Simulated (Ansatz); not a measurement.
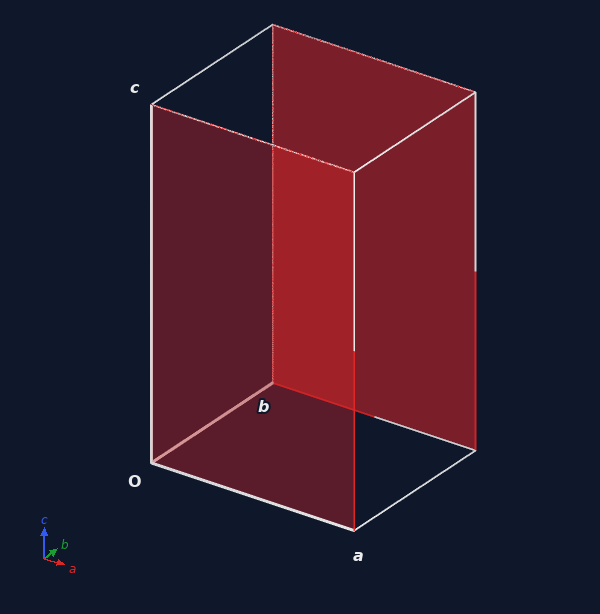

Crystal: TaSi, the input geometry of an electronic-structure calculation (not necessarily at equilibrium); the starting structure was generated, so it need not be a known form of this composition. Every member of one family of equally spaced planes, hx + ky + lz = a whole number, that cuts the unit cell is shaded (one member passes through the origin O). Symmetry computed with spglib at a tolerance of 0.002 Å; standard conventional cell.

a = 4.402 Å, b = 4.402 Å, c = 4.991 Å, α = 90.00°, β = 90.00°, γ = 120.00°.

Index the planes.

(0 1 0), in four indices (0 1 −1 0); the opposite sign names the same planes. The member next to the origin meets the axes a never, b at 1, c never.

What is the spacing?

d = 3.813 Å.
